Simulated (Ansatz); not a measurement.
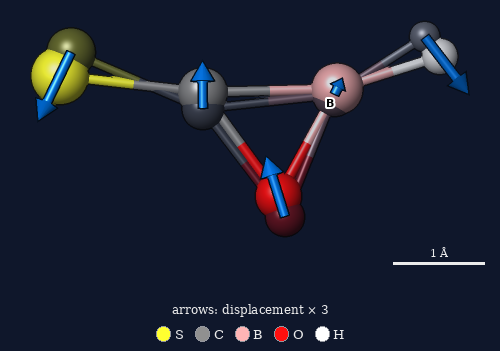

This is a relaxation of CHBOS. The starting structure is drawn faded, the final one solid; blue arrows show the displacements, magnified 3 times. The two geometries are superimposed by the best rigid fit.

The picture is a ball-and-stick view, seen face on.

The run prepares the start of a later molecular dynamics calculation, from a guessed geometry.

The calculation used Ansatz, UKS PBE0-D4/def2-SVP.

Input file:
```yaml
crystal:
  periodic: [false, false, false]
  atoms:
    - { symbol: S, position_ang: [-2.1391, -0.4393, 0.133] }
    - { symbol: C, position_ang: [-0.5604, -0.372, 0.064] }
    - { symbol: B, position_ang: [0.6786, 0.3929, -0.096] }
    - { symbol: O, position_ang: [0.7734, -1.0534, 0.1175] }
    - { symbol: H, position_ang: [1.2974, 1.3981, -0.2599] }
magnetization:
  spin_polarized: true
basis:
  gaussian: { orbitals: def2-SVP }
hamiltonian:
  xc: pbe0
  dispersion: d4
relax:
  f_tol: 0.02
  max_steps: 40
```

Command:
```bash
ansatz run input.yaml --threads 1 --pin off --max-ram 2048MiB --backend cpu --events-out ev --progress --plain --runs-dir out
```

What happened in the run?

After 6 geometry steps the energy has fallen by 0.641 eV. Largest force component: 2.8 eV/Å at the start, 0.016 eV/Å at the end. The largest move after the best rigid fit is that of S1, 0.29 Å. Largest moves by element: S 0.29 Å, H 0.27 Å, O 0.24 Å, C 0.18 Å, B 0.07 Å. Some distances before and after: B3–O4 1.465 → 1.360 Å, C2–O4 1.499 → 1.419 Å, C2–B3 1.465 → 1.488 Å, S1–C2 1.582 → 1.590 Å. Bond angles that change, for instance: S1–C2–B3 150.6° → 172.0°, S1–C2–O4 150.2° → 132.3°, C2–B3–H5 153.5° → 163.9°.
